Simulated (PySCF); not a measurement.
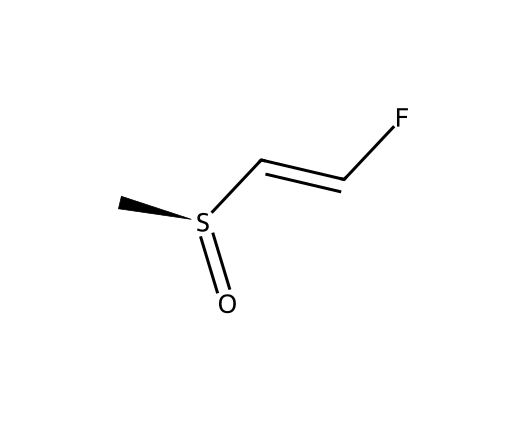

Computed geometry: PBE0-D3(BJ)/def2-SVP optimisation. No frequency run is at hand to confirm it as a minimum. Program: PySCF 2.14.0.

Tabulate HOMO–LUMO gap (eV), HOMO energy (eV), dipole (D) at these levels: PBE0/6-311+G(2d,p); PBE0/6-31G; PBE0/6-31G*; PBE0/STO-3G; PBE0/def2-SVP; PBE0/def2-TZVP.

```tsv
level	HOMO–LUMO gap (eV)	HOMO energy (eV)	dipole (D)
PBE0/6-311+G(2d,p)	6.34	−6.98	3.40
PBE0/6-31G	6.33	−6.58	3.74
PBE0/6-31G*	6.54	−6.58	3.15
PBE0/STO-3G	5.23	−1.74	2.27
PBE0/def2-SVP	6.37	−6.68	3.22
PBE0/def2-TZVP	6.42	−6.93	3.28
```
